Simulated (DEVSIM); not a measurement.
Device: InP p-i-n diode, at 300 K.

| layer (left to right) | material | thickness (μm) | Nd (cm⁻³) | Na (cm⁻³) | τn (s) | τp (s) |
|---|---|---|---|---|---|---|
| 1 | InP | 0.140 | - | 9.9e15 | 4e-10 | 4e-10 |
| 2 | InP | 4.50 | 7.7e12 | - | 4e-10 | 4e-10 |
| 3 | InP | 1.60 | 2.3e17 | - | 4e-10 | 4e-10 |

Left contact: ohmic. Right contact: ohmic. Voltage is applied to the left contact. Recombination: SRH at mid-gap, radiative. Mobility is μmin + (μ − μmin)/(1 + (N/Nref)^α).

Constants are typed, rounded textbook-type inputs, not results; the design itself was drawn at random and stands for no fabricated device. Values at 300 K.

```tsv
parameter	InP
gap (eV)	1.344
affinity (eV)	4.38
permittivity	12.5
Nc (cm⁻³)	5.7e17
Nv (cm⁻³)	1.1e19
μn (cm²/Vs)	5200
μp (cm²/Vs)	170
μn,min	400
μp,min	10
Nref,n	3e17
Nref,p	4.9e17
αn	0.47
αp	0.62
B (cm³/s)	1.2e-10
```

DEVSIM, 1D drift-diffusion, Boltzmann statistics, complete ionisation; no tunnelling, impact ionisation, image-force lowering or self-heating.

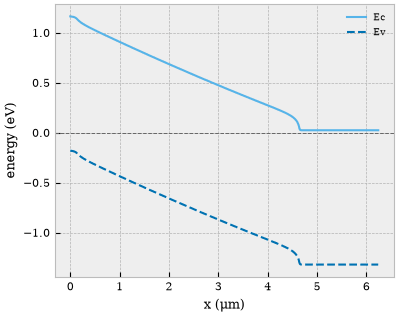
*Band edges at zero bias*

Energies count from the Fermi level of the right contact; mesh points crowd at the junctions.

| x (μm) | Ec (eV) | Ev (eV) | n (cm⁻³) | p (cm⁻³) | field (V/cm) |
|---|---|---|---|---|---|
| 0.000 | 1.163 | -0.181 | < 1e2 | 9.9e15 | -570 |
| 0.02771 | 1.161 | -0.183 | < 1e2 | 9.3e15 | -690 |
| 0.07553 | 1.156 | -0.188 | < 1e2 | 7.6e15 | -1600 |
| 0.1189 | 1.145 | -0.199 | < 1e2 | 4.9e15 | -3900 |
| 0.1536 | 1.128 | -0.216 | < 1e2 | 2.5e15 | -5000 |
| 0.2041 | 1.106 | -0.238 | < 1e2 | 1.1e15 | -3700 |
| 0.3220 | 1.069 | -0.275 | < 1e2 | 2.7e14 | -2700 |
| 0.7547 | 0.964 | -0.380 | < 1e2 | 4.6e12 | -2300 |
| 1.607 | 0.771 | -0.573 | 63000 | 2.6e9 | -2200 |
| 3.146 | 0.444 | -0.900 | 2.0e10 | 8300 | -2000 |
| 4.014 | 0.270 | -1.074 | 1.6e13 | < 1e2 | -2000 |
| 4.463 | 0.171 | -1.173 | 7.7e14 | < 1e2 | -3100 |
| 4.578 | 0.122 | -1.222 | 5.1e15 | < 1e2 | -6500 |
| 4.627 | 0.074 | -1.270 | 3.3e16 | < 1e2 | -16000 |
| 4.664 | 0.025 | -1.319 | 2.1e17 | < 1e2 | -2200 |
| 4.727 | 0.023 | -1.321 | 2.3e17 | < 1e2 | ≈ 0 |
| 4.871 | 0.023 | -1.321 | 2.3e17 | < 1e2 | ≈ 0 |
| 5.202 | 0.023 | -1.321 | 2.3e17 | < 1e2 | ≈ 0 |
| 5.876 | 0.023 | -1.321 | 2.3e17 | < 1e2 | ≈ 0 |
| 6.095 | 0.023 | -1.321 | 2.3e17 | < 1e2 | ≈ 0 |
| 6.191 | 0.023 | -1.321 | 2.3e17 | < 1e2 | ≈ 0 |
| 6.240 | 0.023 | -1.321 | 2.3e17 | < 1e2 | ≈ 0 |
